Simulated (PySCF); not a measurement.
## Electronic structure of BrCl in real space

```yaml
atoms:
  - { symbol: Br, position_ang: [0.0000, 0.0000, -0.6565] }
  - { symbol: Cl, position_ang: [0.0000, 0.0000, 1.4815] }
```

Theory: PySCF, PBE0/x2c-TZVPPall, spin-free X2C-1e, Gaussian nucleus, at a bond length of 2.138 Å.

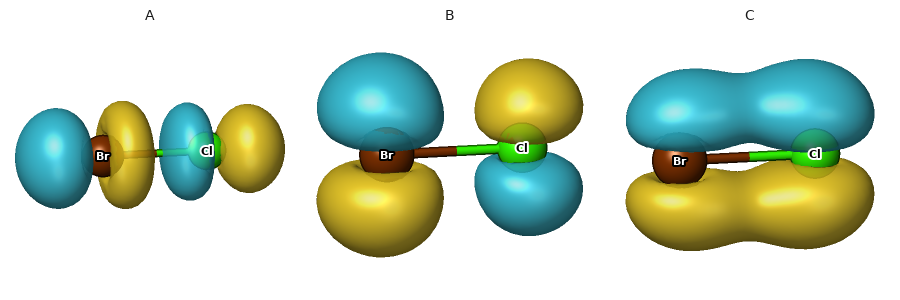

Figure 1. Three frontier orbitals, each drawn at the value that holds 80 % of its norm (yellow and cyan are the two phases), in no order; of a degenerate pair one member is drawn.

Question: Name the orbitals and rank them from lowest to highest energy.

Answer: Orbital C: π, occupied, −10.90 eV; bonding, with no node between the atoms.
Orbital B: π, occupied, −8.31 eV; antibonding, with a node between the atoms.
Orbital A: σ, empty, −3.35 eV; shared between the atoms (Br 55 %, Cl 45 %).

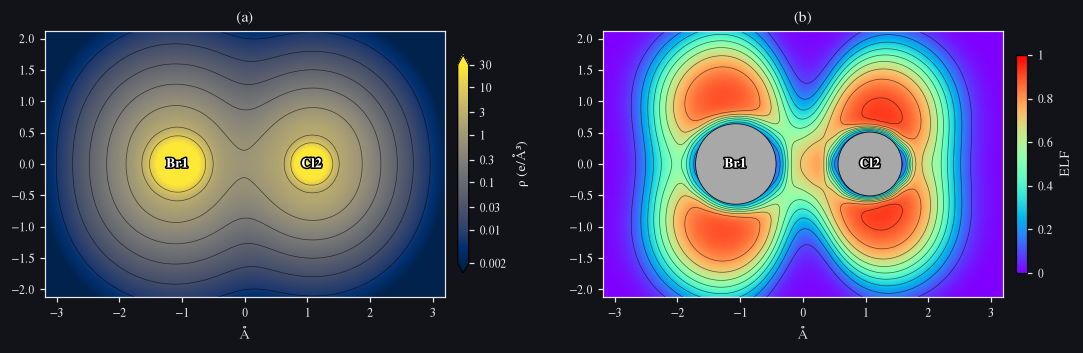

Figure 2. (a) total electron density; (b) ELF on a plane that holds the molecular axis. Grey discs cover the atomic cores in the ELF map.

Question: Interpret the plot.

Answer:
- The section cuts through Br and Cl sites.
- Br–Cl (2.14 Å): ρ at the midpoint is about 0.9 e/Å³; the ELF peaks at about 0.75 between the atoms, as expected for a shared electron pair.
- The ELF also peaks beside Br1 and Cl2, away from the bonds: lone-pair regions.

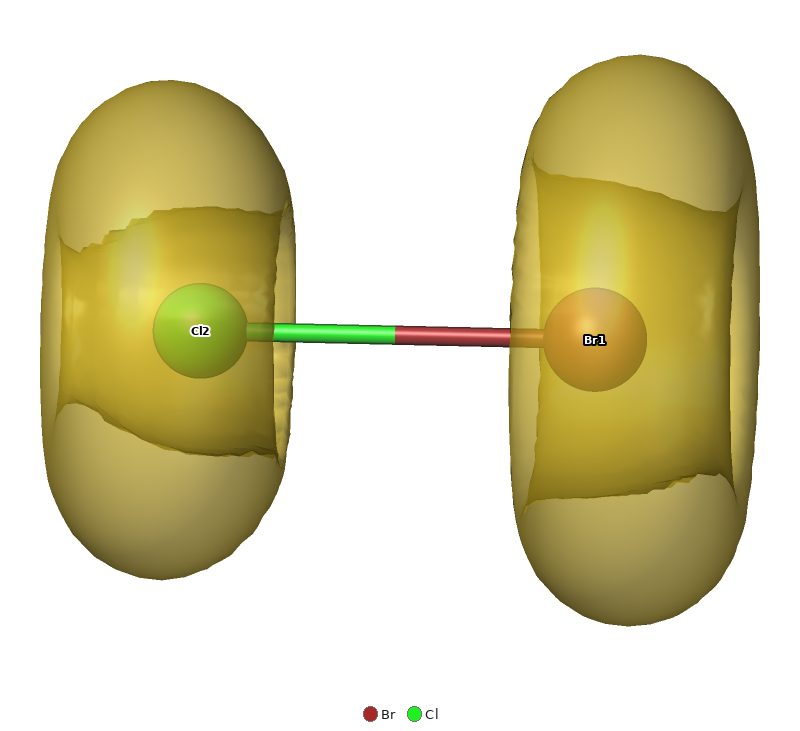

Figure 3. Isosurface of the ELF at 0.8 (yellow), seen from one side. Only the valence region is drawn (cores and ρ < 0.01 e/Å³ removed).

Question: Identify the bonds, lone pairs and shells in this picture.

Answer: At this value the surface marks out one ring or bowl of non-bonding electrons around Br and one region wrapped around Cl (its lone pairs, merged into a ring or cap).
